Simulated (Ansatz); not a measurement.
## Molecular dynamics of SiPNH8 (part 5 of 5)

SiPNH8; RHF/def2-SVP (Ansatz 0.2.0). It belongs to a series of runs on one base structure; here: dynamics from the highest image of the converged band.

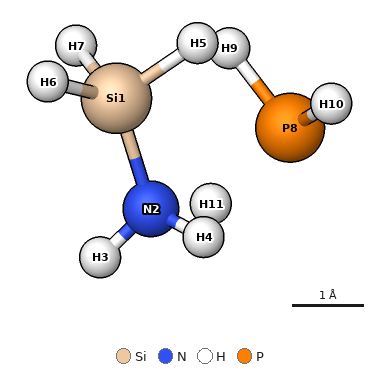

Fig. 1: The geometry at step 176 of the log (ball-and-stick view, seen at a tilt; atoms are numbered from 1 in the order of the input).

## Trajectory as extended XYZ, continued
```
11
Properties=species:S:1:pos:R:3:forces:R:3 step=153 time_fs=76.5 energy=-18735.06785 temperature=1148.0
Si   -0.1504    0.1062    0.1403    0.3992   0.2154   1.8225
N     0.1773   -0.1566    1.8951   -0.5723   1.7828  -0.4598
H    -0.6144   -0.2004    2.5076   -0.2668  -0.0093   0.0217
H     0.8654    0.4403    2.3327   -0.1266  -0.0834  -0.2181
H     1.1824    0.2711   -0.4988   -0.3864   0.0208  -0.0907
H    -0.9806    1.3112    0.0377   -0.1491   0.2474  -0.4762
H    -0.8848   -1.0866   -0.2781   -0.1711  -0.0177  -0.3701
P     1.6698   -2.7261    1.0397    0.5259  -0.5128  -0.0820
H     0.8548   -2.8520   -0.1133    0.0618  -0.0447   0.0789
H     2.6672   -1.9357    0.3900   -0.1844  -0.1455   0.1681
H     0.9456   -1.6141    1.6394    0.8697  -1.4531  -0.3943
11
Properties=species:S:1:pos:R:3:forces:R:3 step=156 time_fs=78.0 energy=-18734.88117 temperature=980.6
Si   -0.1558    0.1127    0.1451    0.4929   0.3584   1.6828
N     0.1789   -0.1587    1.8842   -0.5140   1.6760  -0.3351
H    -0.6168   -0.1874    2.5003    0.0047   0.0080  -0.0926
H     0.8863    0.4289    2.3144   -0.3336  -0.2461  -0.2728
H     1.1748    0.2824   -0.5110   -0.4215  -0.0181  -0.0345
H    -0.9775    1.3322    0.0010   -0.0797   0.0611  -0.3850
H    -0.8845   -1.0749   -0.2977   -0.2059  -0.0432  -0.3575
P     1.6706   -2.7270    1.0446    3.8376  -5.3104  -2.8584
H     0.8647   -2.8604   -0.1111    0.0418  -0.0465   0.0664
H     2.6546   -1.9094    0.4160   -0.1307  -0.1621   0.1341
H     1.0394   -1.8028    1.5738   -2.6915   3.7230   2.4525
11
Properties=species:S:1:pos:R:3:forces:R:3 step=159 time_fs=79.5 energy=-18734.15147 temperature=377.8
Si   -0.1609    0.1196    0.1511    0.3233   0.4634   1.1304
N     0.1796   -0.1582    1.8728   -0.7555   1.3683  -0.2763
H    -0.6192   -0.1743    2.4911    0.2101   0.0087  -0.1461
H     0.9005    0.4127    2.2906   -0.2043  -0.1252  -0.1152
H     1.1582    0.2934   -0.5240   -0.3358  -0.0423   0.0106
H    -0.9761    1.3545   -0.0438    0.0316  -0.1787  -0.1949
H    -0.8885   -1.0641   -0.3249   -0.1659   0.0383  -0.2412
P     1.6741   -2.7317    1.0474    7.1085  -9.6261  -5.6022
H     0.8755   -2.8698   -0.1075   -0.0123  -0.0254   0.0066
H     2.6392   -1.8864    0.4448   -0.0333  -0.0681   0.0553
H     1.0738   -1.9105    1.5625   -6.1664   8.1871   5.3729
11
Properties=species:S:1:pos:R:3:forces:R:3 step=162 time_fs=81.0 energy=-18735.16736 temperature=1224.8
Si   -0.1657    0.1267    0.1580   -0.0169   0.5302   0.3084
N     0.1792   -0.1555    1.8610   -1.1593   1.2868  -0.2705
H    -0.6175   -0.1609    2.4791    0.1775   0.0216  -0.0275
H     0.9107    0.3941    2.2644    0.1284   0.1446   0.1424
H     1.1346    0.3034   -0.5367   -0.1483  -0.0571   0.0335
H    -0.9741    1.3730   -0.0928    0.1206  -0.3755   0.0466
H    -0.8959   -1.0523   -0.3572   -0.0774   0.1673  -0.0512
P     1.6821   -2.7425    1.0467    3.0530  -4.1860  -1.8938
H     0.8860   -2.8797   -0.1038   -0.0941   0.0434  -0.0810
H     2.6231   -1.8647    0.4747    0.0445   0.1124  -0.0400
H     0.9909   -1.8628    1.6538   -2.0280   2.3124   1.8331
11
Properties=species:S:1:pos:R:3:forces:R:3 step=165 time_fs=82.5 energy=-18735.21792 temperature=1277.8
Si   -0.1706    0.1343    0.1652   -0.3723   0.5258  -0.7011
N     0.1770   -0.1508    1.8487   -1.2101   1.3456  -0.0797
H    -0.6123   -0.1471    2.4667   -0.0406   0.0631   0.2138
H     0.9234    0.3784    2.2411    0.2894   0.2695   0.2763
H     1.1079    0.3123   -0.5488    0.0877  -0.0632   0.0448
H    -0.9696    1.3835   -0.1408    0.1452  -0.4541   0.3000
H    -0.9050   -1.0369   -0.3905    0.0114   0.2688   0.1654
P     1.6924   -2.7564    1.0446   -0.0949  -0.5344   1.1502
H     0.8945   -2.8886   -0.1019   -0.1539   0.1299  -0.1394
H     2.6078   -1.8407    0.5038    0.0531   0.2574  -0.1060
H     0.8612   -1.7602    1.7869    1.2849  -1.8084  -1.1241
11
Properties=species:S:1:pos:R:3:forces:R:3 step=168 time_fs=84.0 energy=-18734.65378 temperature=798.2
Si   -0.1757    0.1423    0.1717   -0.6037   0.4542  -1.6960
N     0.1730   -0.1441    1.8364   -0.7889   1.3579   0.5109
H    -0.6079   -0.1318    2.4588   -0.1940   0.1322   0.3757
H     0.9416    0.3680    2.2234    0.0553   0.1210   0.1843
H     1.0831    0.3198   -0.5599    0.3036  -0.0662   0.0567
H    -0.9621    1.3846   -0.1823    0.0868  -0.3778   0.5066
H    -0.9140   -1.0159   -0.4203    0.0563   0.2800   0.3430
P     1.7027   -2.7708    1.0433   -0.9181   0.2952   2.0058
H     0.8998   -2.8948   -0.1028   -0.1475   0.1994  -0.1167
H     2.5935   -1.8114    0.5308   -0.0328   0.2586  -0.1055
H     0.7554   -1.6912    1.8990    2.1829  -2.6545  -2.0648
11
Properties=species:S:1:pos:R:3:forces:R:3 step=171 time_fs=85.5 energy=-18734.29243 temperature=488.5
Si   -0.1813    0.1506    0.1770   -0.6267   0.3753  -2.3947
N     0.1677   -0.1353    1.8249   -0.4154   1.3867   1.2904
H    -0.6072   -0.1137    2.4585   -0.0858   0.1748   0.2992
H     0.9608    0.3600    2.2095   -0.3255  -0.1082   0.0106
H     1.0646    0.3258   -0.5698    0.4352  -0.0759   0.0799
H    -0.9528    1.3777   -0.2132   -0.0485  -0.1547   0.6059
H    -0.9218   -0.9891   -0.4429    0.0360   0.1700   0.4262
P     1.7124   -2.7850    1.0432   -1.0936   0.6056   2.0821
H     0.9020   -2.8967   -0.1060   -0.0769   0.2399  -0.0051
H     2.5784   -1.7768    0.5556   -0.1847   0.0989  -0.0441
H     0.6955   -1.6783    1.9677    2.3858  -2.7123  -2.3504
11
Properties=species:S:1:pos:R:3:forces:R:3 step=174 time_fs=87.0 energy=-18734.32100 temperature=513.3
Si   -0.1874    0.1592    0.1805   -0.4297   0.3277  -2.6762
N     0.1618   -0.1243    1.8154   -0.4211   1.4120   1.8003
H    -0.6081   -0.0920    2.4645    0.1724   0.1382   0.0735
H     0.9734    0.3500    2.1960   -0.4589  -0.1865  -0.0524
H     1.0553    0.3302   -0.5779    0.4429  -0.0945   0.1261
H    -0.9447    1.3677   -0.2311   -0.2238   0.1590   0.5857
H    -0.9290   -0.9588   -0.4565   -0.0438  -0.0415   0.4015
P     1.7214   -2.7988    1.0447   -1.1958   0.9823   1.9440
H     0.9025   -2.8935   -0.1094    0.0200   0.2402   0.1445
H     2.5593   -1.7401    0.5794   -0.3184  -0.1509   0.0345
H     0.6869   -1.7240    1.9861    2.4563  -2.7861  -2.3816
11
Properties=species:S:1:pos:R:3:forces:R:3 step=176 time_fs=88.0 energy=-18734.57990 temperature=735.4
Si   -0.1916    0.1651    0.1817   -0.2156   0.3140  -2.6657
N     0.1575   -0.1157    1.8105   -0.5712   1.3325   1.8571
H    -0.6070   -0.0758    2.4697    0.2847   0.0788  -0.0427
H     0.9765    0.3412    2.1865   -0.3234  -0.1219   0.0031
H     1.0544    0.3320   -0.5818    0.3797  -0.1077   0.1692
H    -0.9417    1.3625   -0.2361   -0.3312   0.3679   0.5258
H    -0.9342   -0.9388   -0.4607   -0.1153  -0.2057   0.3385
P     1.7269   -2.8076    1.0464   -1.2299   1.2093   1.7772
H     0.9030   -2.8884   -0.1101    0.0776   0.2110   0.2258
H     2.5430   -1.7172    0.5956   -0.3524  -0.3146   0.0719
H     0.7104   -1.7876    1.9699    2.3969  -2.7636  -2.2603
11
Properties=species:S:1:pos:R:3:forces:R:3 step=179 time_fs=89.5 energy=-18735.22570 temperature=1286.4
Si   -0.1981    0.1741    0.1817    0.1072   0.3188  -2.5066
N     0.1503   -0.1012    1.8056   -0.7428   0.9733   1.5891
H    -0.6004   -0.0503    2.4767    0.2230  -0.0120  -0.0407
H     0.9762    0.3263    2.1726    0.1034   0.0658   0.1701
H     1.0596    0.3328   -0.5846    0.2114  -0.1190   0.2401
H    -0.9433    1.3617   -0.2343   -0.4193   0.5822   0.4208
H    -0.9442   -0.9129   -0.4612   -0.2111  -0.4127   0.2204
P     1.7345   -2.8201    1.0500   -0.8322   1.0405   1.1143
H     0.9053   -2.8773   -0.1069    0.1300   0.1193   0.2669
H     2.5123   -1.6887    0.6212   -0.2861  -0.4751   0.0844
H     0.7876   -1.9315    1.9062    1.7165  -2.0810  -1.5589
11
Properties=species:S:1:pos:R:3:forces:R:3 step=182 time_fs=91.0 energy=-18735.55163 temperature=1556.9
Si   -0.2045    0.1834    0.1799    0.2715   0.3653  -2.3451
N     0.1419   -0.0853    1.8031   -0.5368   0.5279   1.1989
H    -0.5893   -0.0250    2.4831   -0.0676  -0.0572   0.1523
H     0.9780    0.3126    2.1623    0.4058   0.1675   0.2626
H     1.0692    0.3311   -0.5822    0.0099  -0.1126   0.2935
H    -0.9538    1.3731   -0.2234   -0.3702   0.5839   0.3490
H    -0.9587   -0.8957   -0.4569   -0.2418  -0.4893   0.1355
P     1.7415   -2.8320    1.0542    1.5755  -0.9909  -1.2993
H     0.9103   -2.8637   -0.0983    0.1258  -0.0139   0.1812
H     2.4756   -1.6702    0.6486   -0.1074  -0.4574   0.0603
H     0.8985   -2.1172    1.8119   -1.0648   0.4768   1.0110
11
Properties=species:S:1:pos:R:3:forces:R:3 step=185 time_fs=92.5 energy=-18734.75863 temperature=893.0
Si   -0.2107    0.1930    0.1762    0.1802   0.4501  -2.1869
N     0.1328   -0.0684    1.8026    0.0281   0.3498   1.0302
H    -0.5797   -0.0008    2.4928   -0.3126  -0.0558   0.3107
H     0.9877    0.3021    2.1572    0.2358   0.0666   0.1559
H     1.0791    0.3269   -0.5736   -0.1561  -0.0879   0.2945
H    -0.9720    1.3967   -0.2049   -0.1907   0.3668   0.3090
H    -0.9783   -0.8888   -0.4496   -0.1768  -0.3989   0.1142
P     1.7499   -2.8447    1.0574    6.7536  -4.7683  -6.0629
H     0.9178   -2.8504   -0.0859    0.0597  -0.1402   0.0011
H     2.4366   -1.6613    0.6773    0.0714  -0.2381   0.0632
H     0.9808   -2.2892    1.7444   -6.4927   4.4558   5.9710
11
Properties=species:S:1:pos:R:3:forces:R:3 step=188 time_fs=94.0 energy=-18735.14956 temperature=1218.8
Si   -0.2168    0.2029    0.1708   -0.1238   0.5221  -1.8991
N     0.1237   -0.0510    1.8036    0.4600   0.4376   1.1562
H    -0.5762    0.0221    2.5087   -0.2563  -0.0448   0.1900
H     1.0021    0.2930    2.1554   -0.2054  -0.1070  -0.0344
H     1.0858    0.3209   -0.5587   -0.2340  -0.0490   0.2198
H    -0.9942    1.4281   -0.1798    0.0464   0.0371   0.2566
H    -1.0015   -0.8902   -0.4398   -0.0384  -0.1855   0.1327
P     1.7626   -2.8605    1.0568    5.2888  -3.4772  -4.7305
H     0.9266   -2.8400   -0.0735   -0.0517  -0.2041  -0.1721
H     2.3990   -1.6572    0.7075    0.1662   0.0992   0.1207
H     0.9361   -2.3760    1.7940   -5.0518   2.9715   4.7600
11
Properties=species:S:1:pos:R:3:forces:R:3 step=191 time_fs=95.5 energy=-18735.80960 temperature=1781.6
Si   -0.2230    0.2132    0.1640   -0.5116   0.5241  -1.3934
N     0.1152   -0.0329    1.8064    0.4292   0.5404   1.2798
H    -0.5780    0.0441    2.5283    0.0063  -0.0417  -0.1338
H     1.0123    0.2817    2.1531   -0.4467  -0.1749  -0.1136
H     1.0876    0.3138   -0.5393   -0.2044  -0.0020   0.0745
H    -1.0155    1.4603   -0.1492    0.2545  -0.2674   0.1602
H    -1.0256   -0.8956   -0.4271    0.1171   0.0604   0.1447
P     1.7788   -2.8786    1.0529   -0.0150  -0.7244   0.1070
H     0.9343   -2.8338   -0.0646   -0.1471  -0.2067  -0.2330
H     2.3649   -1.6511    0.7403    0.1845   0.3560   0.1882
H     0.7887   -2.4004    1.9405    0.3330  -0.0639  -0.0805
11
Properties=species:S:1:pos:R:3:forces:R:3 step=194 time_fs=97.0 energy=-18735.40456 temperature=1441.8
Si   -0.2295    0.2240    0.1561   -0.8450   0.4443  -0.6846
N     0.1074   -0.0140    1.8112    0.0702   0.5002   1.0338
H    -0.5797    0.0652    2.5453    0.1691  -0.0331  -0.3461
H     1.0136    0.2670    2.1486   -0.2659  -0.1001  -0.0147
H     1.0851    0.3067   -0.5183   -0.0903   0.0451  -0.1099
H    -1.0314    1.4869   -0.1152    0.3752  -0.4491   0.0174
H    -1.0471   -0.8998   -0.4113    0.2328   0.2526   0.1151
P     1.7952   -2.8973    1.0490   -2.0855   0.1296   1.9823
H     0.9389   -2.8321   -0.0605   -0.1576  -0.1897  -0.1651
H     2.3346   -1.6379    0.7771    0.1257   0.3433   0.2497
H     0.6425   -2.4225    2.0906    2.4712  -0.9432  -2.0778
11
Properties=species:S:1:pos:R:3:forces:R:3 step=197 time_fs=98.5 energy=-18734.89609 temperature=1006.9
Si   -0.2367    0.2350    0.1477   -1.0008   0.3071   0.1256
N     0.0997    0.0056    1.8175   -0.2533   0.3529   0.3667
H    -0.5783    0.0857    2.5553    0.0643  -0.0046  -0.2530
H     1.0097    0.2501    2.1439    0.1550   0.0224   0.1703
H     1.0808    0.3006   -0.4996    0.0437   0.0845  -0.2852
H    -1.0394    1.5041   -0.0810    0.3830  -0.4629  -0.1549
H    -1.0638   -0.8987   -0.3932    0.2724   0.3372   0.0334
P     1.8102   -2.9160    1.0464   -2.5920   0.5193   2.3385
H     0.9404   -2.8345   -0.0598   -0.0753  -0.1750  -0.0192
H     2.3070   -1.6176    0.8193    0.0154   0.0555   0.2916
H     0.5471   -2.4637    2.1980    2.9877  -1.0365  -2.6139
11
Properties=species:S:1:pos:R:3:forces:R:3 step=200 time_fs=100.0 energy=-18734.68305 temperature=824.1
Si   -0.2447    0.2463    0.1393   -0.8908   0.1407   0.8995
N     0.0917    0.0259    1.8244   -0.1703   0.2280  -0.3869
H    -0.5758    0.1060    2.5602   -0.2097   0.0402   0.0502
H     1.0086    0.2336    2.1428    0.3441   0.0634   0.2623
H     1.0773    0.2963   -0.4870    0.1149   0.1107  -0.4019
H    -1.0394    1.5117   -0.0500    0.2781  -0.3053  -0.3320
H    -1.0748   -0.8906   -0.3744    0.2246   0.2977  -0.0904
P     1.8235   -2.9343    1.0454   -2.7076   0.8670   2.3131
H     0.9402   -2.8407   -0.0595    0.0460  -0.1623   0.1283
H     2.2797   -1.5964    0.8677   -0.0822  -0.3360   0.2871
H     0.5154   -2.5270    2.2498    3.0530  -0.9441  -2.7294
```

The run was set up as follows.

## The input
```yaml
crystal:
  periodic: [false, false, false]
  atoms:
    - { symbol: Si, position_ang: [-0.04649, -0.035115, 0.147498] }
    - { symbol: "N", position_ang: [0.106531, -0.065505, 2.031175] }
    - { symbol: H, position_ang: [-0.782549, -0.13389, 2.508174] }
    - { symbol: H, position_ang: [0.61008, 0.726309, 2.408199] }
    - { symbol: H, position_ang: [1.231333, 0.259689, -0.497787] }
    - { symbol: H, position_ang: [-0.838644, 1.233573, 0.097265] }
    - { symbol: H, position_ang: [-0.934959, -1.086917, -0.342878] }
    - { symbol: P, position_ang: [1.633075, -2.644369, 0.960329] }
    - { symbol: H, position_ang: [0.764092, -3.336364, 0.078867] }
    - { symbol: H, position_ang: [2.546149, -2.229043, -0.042064] }
    - { symbol: H, position_ang: [0.656283, -0.939567, 2.154224] }
basis:
  gaussian: { orbitals: def2-SVP }
hamiltonian:
  xc: hf
md:
  timestep: 0.5
  n_steps: 200
  ensemble: nve
  temperature: 100.0
  initial_velocities: maxwell_boltzmann
  seed: 5884
```

Launched with:
```bash
ansatz run input.yaml --threads 1 --pin off --max-ram 2048MiB --backend cpu --events-out ev --progress --plain --runs-dir out
```

## Summary

- outcome: finished
- mean temperature over the second half: 597 K
- trajectory: 200 steps, 100 fs
- ensemble: nve
- temperature in the input: 100.0 K
- time step: 0.5 fs
- potential energy (last step): −18734.6831 eV
- mean-field energy (last step): −18734.6831 eV
- largest force (length of the vector) (last step): 4.203 eV/Å
- hardware: 1 thread of Arm Neoverse V2, 24 GiB of memory available, shared host
- wall time: 4.4 min
- peak memory: 0.15 GiB

## Notes

So short a trajectory is not equilibrated.
